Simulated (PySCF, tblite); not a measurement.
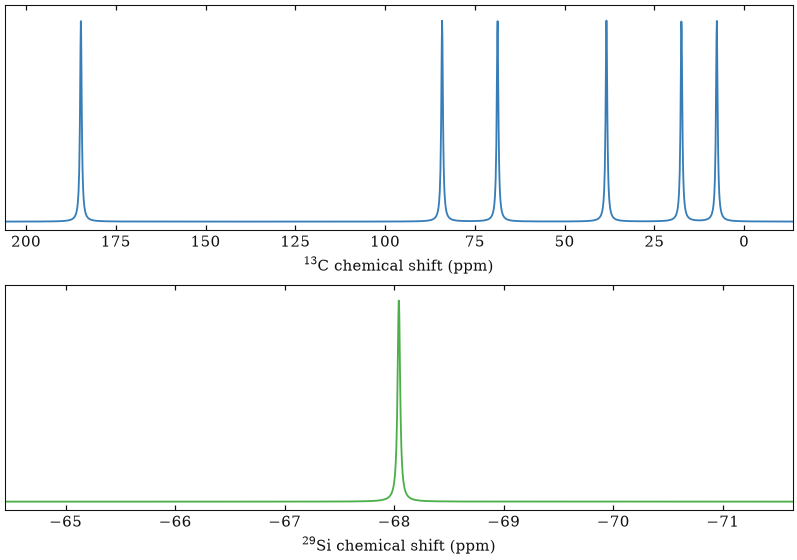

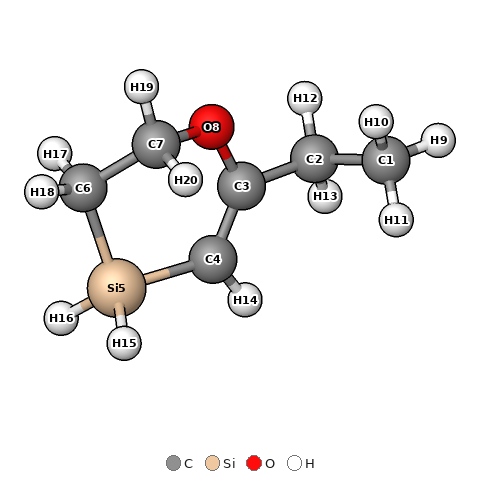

Spectrum and numbered structure of C₆H₁₂OSi, SMILES CCC1=C[SiH2]CCO1. GIAO shifts, PBE0/pcSseg-1 with PySCF 2.14.0, at a GFN2-xTB geometry (a minimum by its frequencies), against TMS for ¹³C and TMS for ²⁹Si computed at the same level. Gas phase, fully decoupled, line heights follow the number of nuclei, widths are arbitrary (no quadrupolar broadening); values of one conformer, averaged over nuclei that symmetry, rotation about single bonds or ring flips exchange, these motions taken as fast; other conformers aren't averaged in.

### Which ¹³C nuclei are the least shielded, and which the most?

Least shielded: C3 at 184.7 ppm. Most shielded: C6 at 7.6 ppm.

### Where does the ²⁹Si line lie?

At −68.0 ppm (Si5).

Known limits of this run: the tight-binding geometry is rougher than a DFT one and adds to the error.
